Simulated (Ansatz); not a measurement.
## Work function of Sr(110): what the settings cost and change

Aim: the work function of Sr(110) against thickness and vacuum, with the cost.

Calculated with Ansatz 0.2.0; plane-wave DFT, PBE, Ansatz PAW.

## 1. Starting point

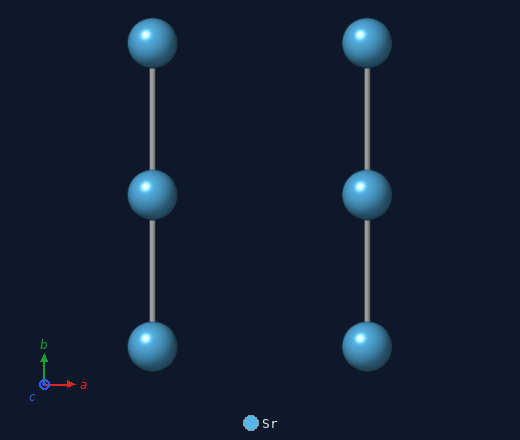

The cell as given, from above (strontium blue). 2×3×1 cells are drawn.

The cell holds 1 atom: 1 Sr. Cell: a = 6.080 Å, b = 4.299 Å, c = 18.000 Å, α = 90.0°, β = 90.0°, γ = 90.0°. Vacuum lies along c.

Structure file:

```cif
data_structure
_symmetry_space_group_name_H-M 'P 1'
_symmetry_Int_Tables_number 1
_cell_length_a 6.0800
_cell_length_b 4.2992
_cell_length_c 18.0000
_cell_angle_alpha 90.000
_cell_angle_beta 90.000
_cell_angle_gamma 90.000
_cell_volume 470.51
loop_
_atom_site_label
_atom_site_type_symbol
_atom_site_fract_x
_atom_site_fract_y
_atom_site_fract_z
_atom_site_occupancy
Sr1 Sr 0.50000 0.50000 0.50000 1
```

## 2. Run, setting 1 layer

A work function rests on the faint tail of the density, so the SCF threshold is tight. The slab grows from one layer, at fixed mesh and 18 Å of vacuum; then the vacuum is varied on one slab.

The input, input.yaml:

```yaml
crystal:
  lattice:
    - [6.08, 0.0, 0.0]
    - [0.0, 4.2992092296, 0.0]
    - [0.0, 0.0, 18.0]
  atoms:
    - { symbol: Sr, position: [0.5, 0.5, 0.5] }
kpoints:
  mp_grid: { grid: [7, 10, 1] }
hamiltonian:
  xc: pbe
scf:
  occupations: { method: fermi_dirac, width: 0.1 }
  convergence: { dr2_threshold: 1.0e-09 }
efield:
  axis: 3
  dipole_correction: true
  ramp_position: 0.97
  ramp_width: 0.06
output:
  write_potential: true
  write_density: true
  volumetric_format: npy
  elf: true
```

Command:

```bash
$ ansatz run input.yaml --threads 2 --pin off --max-ram 3072MiB --backend cpu --events-out ev --progress --plain --runs-dir out
```

Numbers of over 12 decimals in the logs are rounded to 6 here.

The log of the run:

```text
Engine: ansatz 0.2.0, aarch64-unknown-linux-gnu
Pseudopotentials: kind: paw
Pseudopotential: Sr, paw, valence charge 10, recommended cutoff 420 eV (normal), Sr.paw.azcp
Functional definition: PBE
  parameter kappa = 0.804
  parameter beta = 0.066725
  exchange = pbe_x(kappa = kappa, mu = beta*pi^2/3)
  correlation = pbe_c(beta = beta)
Crystal: 1 atoms, lattice volume = 470.505 Å³
Basis set: ecut = 420 eV, 9219 PW (Γ)
Bands: 9, of which v1, the nominal top of the filled ones, is band 5 counted from 1 (4 counted from 0)
Symmetry: 4 space group operations
k-points: 24 of 70
Non-local potential: Sr, projectors of the file, l = 0: 3, l = 1: 2, l = 2: 2
PAW form: soft (Blöchl's): semilocal exchange-correlation on the pseudo side does not see the compensation charge
PAW one-centre angular grid: Sr, 110 points (default); XC on 64 Gauss nodes
Initial density: superposition of atomic densities (neutral atoms: chi_scale 0, normalization atom), corrected by the library's trained network
Initial wavefunctions: pseudopotential atomic-orbital guess
Functional: x = pbe(κ = 0.804, μ = 0.219515), c = pbe(β = 0.066725)
SCF iter   1: F=—  HF=-3542.974349 eV  |F-HF|=—  |Δ(HF+E_count)|=         —  Δρ=9.96e-4  dr2=2.81e-2  ethr=1.77e-3  p=0.000 e·Å  D=5.97e-16 V/Å  ΔV_dip=-0.00 eV  dr2_dipole=5.27e-9  V_vac-E_F(+/−)=2.49/2.49 eV  ⟨swp⟩=10.0  Hψ=2471  notcnv=0
efield: sawtooth ramp at fractional position 0.9700 (set: `efield.ramp_position`, or a place that a band, a saddle search or an elastic batch's reference lends), width 0.0600; the density the first Hamiltonian is built on has a dipole p = 0.000 e·Å; the dipole correction subtracts the counter field D = 5.97e-16 V/Å, which shifts the + side's vacuum level by -0.00 eV against the − side's; the planar-averaged density in the ramp window peaks in size at 1.7e-6 e/Å³
preconditioner: auto → LDOS  [metal: Δε(μ)=0.106 eV  Ē_g=2.003 eV  σ=0.100 eV  W_gap=0.25  n_scr=18 (ndim 8)  ℏωp=2.4 eV  f_vac=0.652  D(μ)=1.62/eV (n_scr^D=4)  β→1.0]
SCF iter   2: F=—  HF=-3542.977469 eV  |F-HF|=—  |Δ(HF+E_count)|=   3.12e-3  Δρ=6.07e-4  dr2=6.93e-3  ethr=2.81e-4  p=-0.000 e·Å  D=-7.69e-6 V/Å  ΔV_dip=0.00 eV  dr2_dipole=4.22e-8  V_vac-E_F(+/−)=2.52/2.52 eV  ⟨swp⟩=2.4  Hψ=494  notcnv=0
SCF iter   3: F=—  HF=-3542.980139 eV  |F-HF|=—  |Δ(HF+E_count)|=   2.67e-3  Δρ=2.70e-4  dr2=8.75e-4  ethr=6.93e-5  p=0.000 e·Å  D=3.40e-5 V/Å  ΔV_dip=-0.00 eV  dr2_dipole=1.89e-7  V_vac-E_F(+/−)=2.47/2.47 eV  ⟨swp⟩=2.0  Hψ=267  notcnv=0
SCF iter   4: F=—  HF=-3542.980393 eV  |F-HF|=—  |Δ(HF+E_count)|=   2.54e-4  Δρ=7.23e-5  dr2=3.58e-5  ethr=8.75e-6  p=-0.000 e·Å  D=-2.51e-5 V/Å  ΔV_dip=0.00 eV  dr2_dipole=8.76e-8  V_vac-E_F(+/−)=2.46/2.46 eV  ⟨swp⟩=3.0  Hψ=420  notcnv=0
SCF iter   5: F=—  HF=-3542.980421 eV  |F-HF|=—  |Δ(HF+E_count)|=   2.84e-5  Δρ=2.65e-5  dr2=5.76e-6  ethr=3.58e-7  p=0.000 e·Å  D=1.59e-5 V/Å  ΔV_dip=-0.00 eV  dr2_dipole=4.57e-8  V_vac-E_F(+/−)=2.46/2.46 eV  ⟨swp⟩=2.7  Hψ=393  notcnv=0
SCF iter   6: F=—  HF=-3542.980435 eV  |F-HF|=—  |Δ(HF+E_count)|=   1.33e-5  Δρ=8.06e-6  dr2=6.95e-7  ethr=5.76e-8  p=-0.000 e·Å  D=-1.42e-5 V/Å  ΔV_dip=0.00 eV  dr2_dipole=3.55e-8  V_vac-E_F(+/−)=2.46/2.46 eV  ⟨swp⟩=3.0  Hψ=440  notcnv=0
SCF iter   7: F=—  HF=-3542.980378 eV  |F-HF|=—  |Δ(HF+E_count)|=   5.61e-5  Δρ=4.33e-6  dr2=1.94e-7  ethr=6.95e-9  p=0.000 e·Å  D=1.03e-5 V/Å  ΔV_dip=-0.00 eV  dr2_dipole=1.92e-8  V_vac-E_F(+/−)=2.46/2.46 eV  ⟨swp⟩=2.0  Hψ=331  notcnv=0
SCF iter   8: F=—  HF=-3542.980378 eV  |F-HF|=—  |Δ(HF+E_count)|=   1.46e-8  Δρ=8.01e-7  dr2=9.59e-9  ethr=1.94e-9  p=0.000 e·Å  D=1.69e-7 V/Å  ΔV_dip=-0.00 eV  dr2_dipole=4.49e-12  V_vac-E_F(+/−)=2.46/2.46 eV  ⟨swp⟩=2.8  Hψ=345  notcnv=0
SCF iter   9: F=-3542.980378 eV  HF=-3542.980378 eV  |F-HF|=3.94e-10  |Δ(HF+E_count)|=   7.29e-9  Δρ=2.54e-7  dr2=6.71e-10  ethr=1.00e-11  p=0.000 e·Å  D=1.87e-7 V/Å  ΔV_dip=-0.00 eV  dr2_dipole=2.00e-12  V_vac-E_F(+/−)=2.46/2.46 eV  ⟨swp⟩=3.3  Hψ=921  notcnv=0
SCF 1 converged in 9 iterations: F = -3542.980378 eV  dr2 = 6.71e-10
  greatest PAW one-centre occupation: 0.989 electrons in one spin orbital (limit 2), on the Sr atom at site 0 (counted from 0), in its partial waves of l = 0
WARN: The output density's exchange-correlation potential varies sharply where the density is thin. Do not read a vacuum level from v_tot or v_xc, or from such a field of the output density. On a cell that repeats whose density bears no net charge and no dipole along the vacuum's axis use v_es (v_loc + v_h of the components); under efield.dipole_correction with no amplitude use v_es + v_field, which holds any externa [...]
SCF converged after 9 iterations
Free energy (F): -3542.980378 eV
Harris-Foulkes:  -3542.980378 eV  (|F-HF|=3.94e-10)
Internal energy: -3542.922824 eV  (E = F + TS)
E sigma→0 (E₀):  -3542.951601 eV
Entropy (-TS):   -0.057555 eV (-57.555 meV/atom)
Fermi energy:    -1.421505 eV
Dipole field:    D = -0.000001 V/Å  (p = -0.000003 e·Å, saw-weighted, corrected)
Work function:   Φ+ = 2.4639 eV   Φ− = 2.4639 eV
Levels:          The Fermi level and band energies are counted from a zero that moves with the ramp; work functions are not
--- Per-component energies (eV) ---
  E_band       = -213.584468
  E_kinetic    = 237.395615
  E_local      = -1745.096271  (includes V_loc(G=0)·N_el)
  E_nonlocal   = 203.911016
  E_hartree    = 643.532747
  E_xc         = -168.799937
  E_vxc        = -155.979761  (∫ρ·V_xc dr)
  E_paw        = -2694.815644  (= ΣΔE_a)
  E_vpaw       = -40.880567  (= ΣTr[D̂ρ^β])
  E_aug_tail   = -0.000001  (compensation charges beyond the density's cutoff)
  E_efield     = 0.000000  (sawtooth field / dipole correction)
  E_vefield    = 0.000000  (∫n·V_field dr)
  E_ewald      = -19.050349
  E_smearing   = -0.057555  (= −TS)
  E_closure    = 0.000000  (closes the sum)
  Σ components = -3542.980378   (vs F -3542.980378, Δ=0.00e0)
--- Band table (eV; the first three rows and the last of 24) ---
  k-point 0: bands = ["-39.6122", "-21.6143", "-21.5543", "-21.4127", "-3.6139", "-1.0579", "-0.9443", "-0.5471", "0.0098"]
  k-point 1: bands = ["-39.6118", "-21.6135", "-21.5535", "-21.4211", "-3.5028", "-1.0291", "-0.8671", "-0.4960", "0.0435"]
  k-point 2: bands = ["-39.6109", "-21.6115", "-21.5515", "-21.4429", "-3.1816", "-0.9652", "-0.6707", "-0.3546", "0.1077"]
  k-point 23: bands = ["-39.6083", "-21.6062", "-21.5473", "-21.4993", "-1.1151", "-0.8691", "-0.8369", "-0.6579", "0.0860"]
```

The job ended after 23 s (2 threads of Arm Neoverse N1, shared host; peak memory 0.51 GiB; 36 s of CPU time).

This step gave:

```yaml
energy_at_zero_smearing: -3542.9516 eV
work_function_upper_face: 2.464 eV
```

Running mean over 2.15 Å of the planar mean; the ramp of the sawtooth is left out. Table of electron's electrostatic potential energy less the Fermi level by z:

```tsv
z (Å)	electron's electrostatic potential energy less the Fermi level (eV)
3.0	2.46
3.5	2.46
4.0	2.46
4.5	2.46
5.0	2.44
5.5	2.41
6.0	2.32
6.5	2.12
7.0	1.66
7.5	0.556
8.0	-1.68
8.5	-3.53
9.0	-4.01
9.5	-3.53
10.0	-1.68
10.5	0.556
11.0	1.66
11.5	2.12
12.0	2.32
12.5	2.41
13.0	2.44
13.5	2.46
14.0	2.46
14.5	2.46
15.0	2.46
```

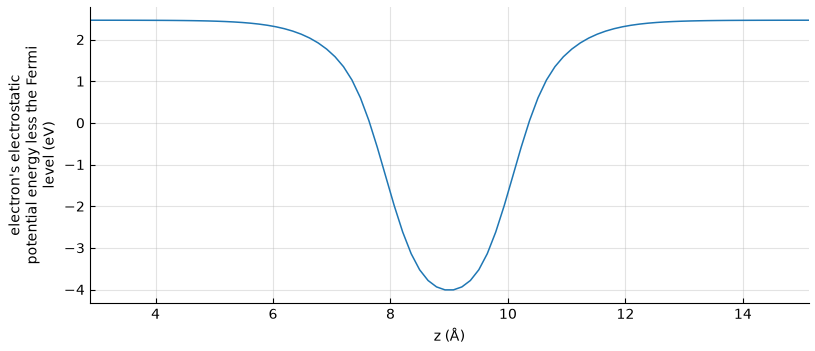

Electron's electrostatic potential energy less the Fermi level, plotted against z.

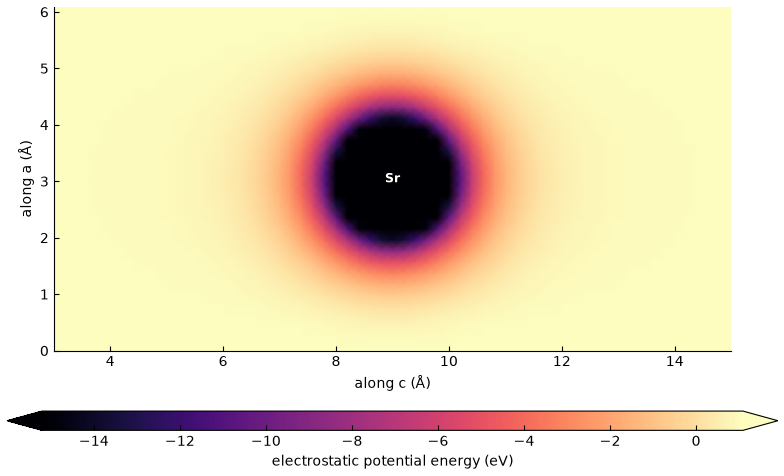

Electrostatic potential energy in the ca plane at fractional y = 0.500, with atoms of Sr within 0.2 Å of it. With pseudopotentials it is smooth inside the atoms' cores, unlike the true potential. The far vacuum is left out of the map.

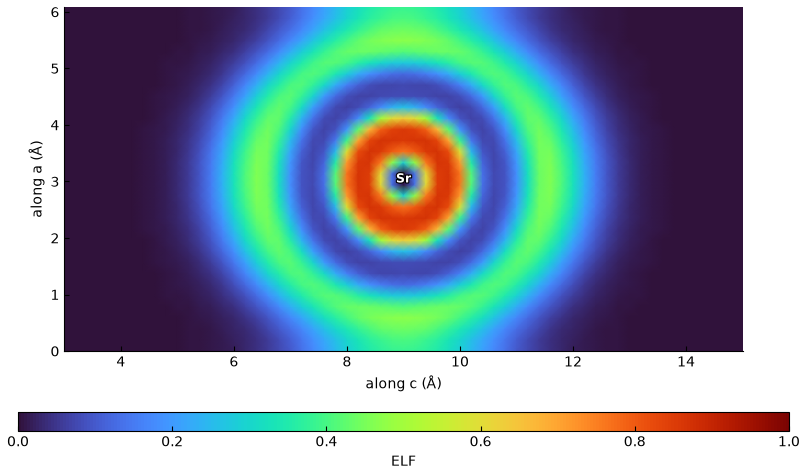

ELF in the ca plane at fractional y = 0.500, with atoms of Sr within 0.2 Å of it. It is the smooth field of the valence electrons, not physical close to the nuclei. The far vacuum is left out of the map.

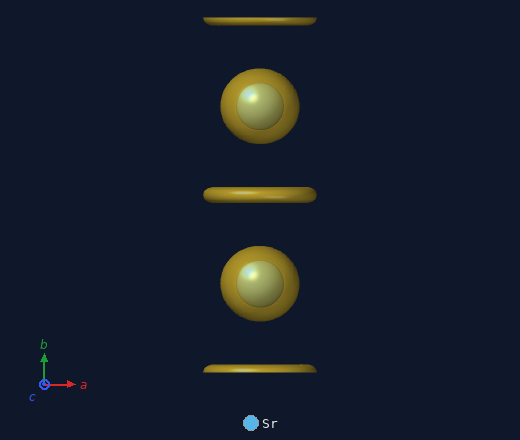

Surface of ELF = 0.79. 1×2×1 cells are drawn.

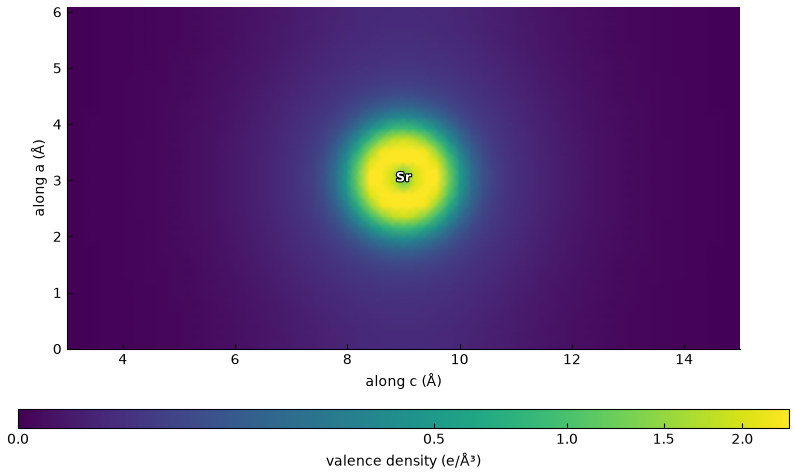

Valence density in the ca plane at fractional y = 0.500, with atoms of Sr within 0.2 Å of it. It is the smooth field of the valence electrons, not physical close to the nuclei. The colour scale is stretched toward low values. The far vacuum is left out of the map.

The work function is 2.464 eV.

## 3. Slab, 2 atoms

System of this step: Sr(110). The cell holds 2 atoms: 2 Sr. Cell: a = 6.080 Å, b = 4.299 Å, c = 20.150 Å, α = 90.0°, β = 90.0°, γ = 90.0°. Vacuum lies along c.

input.yaml, the sections that differ from step 2:

```yaml
crystal:
  lattice:
    - [6.08, 0.0, 0.0]
    - [0.0, 4.2992092296, 0.0]
    - [0.0, 0.0, 20.1496046148]
  atoms:
    - { symbol: Sr, position: [0.5, 0.5, 0.4466588885] }
    - { symbol: Sr, position: [0.0, 0.0, 0.5533411115] }
output:
  write_potential: true
  write_density: true
  volumetric_format: npy
# kpoints, hamiltonian, scf, efield: as in step 2
```

The log of the run:

```text
[...]
Crystal: 2 atoms, lattice volume = 526.694 Å³
Basis set: ecut = 420 eV, 10289 PW (Γ)
Bands: 14, of which v1, the nominal top of the filled ones, is band 10 counted from 1 (9 counted from 0)
Symmetry: 4 space group operations
k-points: 24 of 70
[...]
k-point 1: bands = [... 6 lower, -20.0675, -20.0379, -3.5209, -1.6116, -0.6741, -0.0043, 0.0724, 0.2250, ... 4 higher]
  k-point 2: bands = [... 6 lower, -20.0865, -20.0621, -3.2153, -1.3417, -0.5398, -0.0223, 0.0418, 0.3288, ... 4 higher]
  k-point 23: bands = [... 6 lower, -20.0960, -20.0960, -1.0753, -1.0753, -0.5125, -0.5125, 0.1165, 0.1165, ... 4 higher]
[key lines of the parts left out:]
SCF converged after 8 iterations
Free energy (F): -7087.149620 eV
Fermi energy:    -0.888974 eV
Dipole field:    D = 0.000002 V/Å  (p = 0.000006 e·Å, saw-weighted, corrected)
Work function:   Φ+ = 2.6130 eV   Φ− = 2.6130 eV
```

The job ended after 42 s (2 threads; peak memory 0.65 GiB).

The work function is 2.613 eV, +0.149 eV from the run “1 layer”, at 1.8 times its CPU time.

## 4. Run, 3 atoms

System of this step: Sr(110). The cell holds 3 atoms: 3 Sr. Cell: a = 6.080 Å, b = 4.299 Å, c = 22.299 Å, α = 90.0°, β = 90.0°, γ = 90.0°. Vacuum lies along c.

input.yaml, the sections that differ from step 3:

```yaml
crystal:
  lattice:
    - [6.08, 0.0, 0.0]
    - [0.0, 4.2992092296, 0.0]
    - [0.0, 0.0, 22.2992092296]
  atoms:
    - { symbol: Sr, position: [0.0, 0.0, 0.4036017559] }
    - { symbol: Sr, position: [0.5, 0.5, 0.5] }
    - { symbol: Sr, position: [0.0, 0.0, 0.5963982441] }
# kpoints, hamiltonian, scf, efield, output: as in step 3
```

The log of the run:

```text
[...]
Crystal: 3 atoms, lattice volume = 582.883 Å³
Basis set: ecut = 420 eV, 11445 PW (Γ)
Bands: 19, of which v1, the nominal top of the filled ones, is band 15 counted from 1 (14 counted from 0)
Symmetry: 4 space group operations
k-points: 24 of 70
[...]
k-point 1: bands = [... 11 lower, -18.8866, -3.2826, -1.9134, -0.5024, -0.3449, 0.4548, 0.6184, 0.6233, ... 4 higher]
  k-point 2: bands = [... 11 lower, -18.9103, -2.9807, -1.6337, -0.3061, -0.1604, 0.3592, 0.6164, 0.6222, ... 4 higher]
  k-point 23: bands = [... 11 lower, -18.9336, -0.9759, -0.7590, -0.2811, -0.0463, 0.2471, 0.3022, 0.4974, ... 4 higher]
[key lines of the parts left out:]
SCF converged after 9 iterations
Free energy (F): -10631.421200 eV
Fermi energy:    -0.307975 eV
Dipole field:    D = -0.000000 V/Å  (p = -0.000001 e·Å, saw-weighted, corrected)
Work function:   Φ+ = 2.5869 eV   Φ− = 2.5869 eV
```

It took 59 s on 2 threads; peak memory 0.76 GiB.

The work function is 2.587 eV, -0.026 eV from the run “2 layers”, at 1.5 times its CPU time.

## 5. Run, 4 atoms

System of this step: Sr(110). The cell holds 4 atoms: 4 Sr. Its edges and angles: a = 6.080 Å, b = 4.299 Å, c = 24.449 Å, α = 90.0°, β = 90.0°, γ = 90.0°. Vacuum lies along c.

input.yaml, the sections that differ from step 4:

```yaml
crystal:
  lattice:
    - [6.08, 0.0, 0.0]
    - [0.0, 4.2992092296, 0.0]
    - [0.0, 0.0, 24.4488138444]
  atoms:
    - { symbol: Sr, position: [0.5, 0.5, 0.3681160181] }
    - { symbol: Sr, position: [0.0, 0.0, 0.4560386727] }
    - { symbol: Sr, position: [0.5, 0.5, 0.5439613273] }
    - { symbol: Sr, position: [0.0, 0.0, 0.6318839819] }
# kpoints, hamiltonian, scf, efield, output: as in step 4
```

The log of the run:

```text
[...]
Crystal: 4 atoms, lattice volume = 639.072 Å³
Basis set: ecut = 420 eV, 12543 PW (Γ)
Bands: 24, of which v1, the nominal top of the filled ones, is band 20 counted from 1 (19 counted from 0)
Symmetry: 4 space group operations
k-points: 24 of 70
[...]
k-point 1: bands = [... 16 lower, -2.9812, -2.0325, -0.7418, -0.0300, 0.2762, 0.6780, 0.9422, 1.0388, ... 4 higher]
  k-point 2: bands = [... 16 lower, -2.6787, -1.7486, -0.5040, 0.1632, 0.4484, 0.7555, 0.8459, 0.9258, ... 4 higher]
  k-point 23: bands = [... 16 lower, -0.5797, -0.5797, 0.1561, 0.1561, 0.3852, 0.3852, 0.5703, 0.5703, ... 4 higher]
[key lines of the parts left out:]
SCF converged after 9 iterations
Free energy (F): -14175.666669 eV
Fermi energy:    0.165162 eV
Dipole field:    D = -0.000001 V/Å  (p = -0.000004 e·Å, saw-weighted, corrected)
Work function:   Φ+ = 2.5623 eV   Φ− = 2.5622 eV
```

Elapsed: 77 s, on 2 threads; peak memory 0.88 GiB.

The work function is 2.562 eV, -0.025 eV from the run “3 layers”, at 1.3 times its CPU time.

## 6. Run, 5 atoms

System of this step: Sr(110). The cell holds 5 atoms: 5 Sr. Cell: a = 6.080 Å, b = 4.299 Å, c = 26.598 Å, α = 90.0°, β = 90.0°, γ = 90.0°. Vacuum lies along c.

input.yaml, the sections that differ from step 5:

```yaml
crystal:
  lattice:
    - [6.08, 0.0, 0.0]
    - [0.0, 4.2992092296, 0.0]
    - [0.0, 0.0, 26.5984184592]
  atoms:
    - { symbol: Sr, position: [0.0, 0.0, 0.3383659827] }
    - { symbol: Sr, position: [0.5, 0.5, 0.4191829913] }
    - { symbol: Sr, position: [0.0, 0.0, 0.5] }
    - { symbol: Sr, position: [0.5, 0.5, 0.5808170087] }
    - { symbol: Sr, position: [0.0, 0.0, 0.6616340173] }
# kpoints, hamiltonian, scf, efield, output: as in step 5
```

The log of the run:

```text
[...]
Crystal: 5 atoms, lattice volume = 695.261 Å³
Basis set: ecut = 420 eV, 13595 PW (Γ)
Bands: 30, of which v1, the nominal top of the filled ones, is band 25 counted from 1 (24 counted from 0)
Symmetry: 4 space group operations
k-points: 24 of 70
[...]
k-point 0: bands = [... 21 lower, -2.1159, -1.0744, 0.0009, 0.1672, 0.7373, 0.7410, 1.3253, 1.3880, ... 6 higher]
  k-point 1: bands = [... 21 lower, -2.0160, -0.9818, 0.0828, 0.2527, 0.7905, 0.7918, 1.2841, 1.3470, ... 6 higher]
  k-point 2: bands = [... 21 lower, -1.7280, -0.7246, 0.2746, 0.4672, 0.9108, 0.9206, 1.1811, 1.2488, ... 6 higher]
  k-point 23: bands = [... 21 lower, -0.2652, 0.3167, 0.3690, 0.5565, 0.5784, 0.6731, 0.8506, 0.9861, ... 6 higher]
[key lines of the parts left out:]
SCF converged after 10 iterations
Free energy (F): -17719.902198 eV
Fermi energy:    0.522202 eV
Dipole field:    D = 0.000000 V/Å  (p = 0.000000 e·Å, saw-weighted, corrected)
Work function:   Φ+ = 2.6045 eV   Φ− = 2.6045 eV
```

It took 1.8 min on 2 threads; peak memory 1 GiB; 3.1 min of CPU time.

The work function is 2.604 eV, +0.042 eV from the run “4 layers”, at 1.4 times its CPU time.

[end of part 1 of 2]

[Logs are printed without paths, hosts, clocks, repeated set-up lines and the standing remarks that a program may print on its own settings, such as how far it seeks lower states.]

[Hosts, paths, dates, database ids (printed as entryN), source tags and the programs' standing remarks are cut or masked in the printed files.]

[Maps of the electrostatic potential energy from Ansatz leave out the sawtooth potential of an applied field or a dipole correction, so their vacuum need not be flat; planar profiles and work functions include it.]
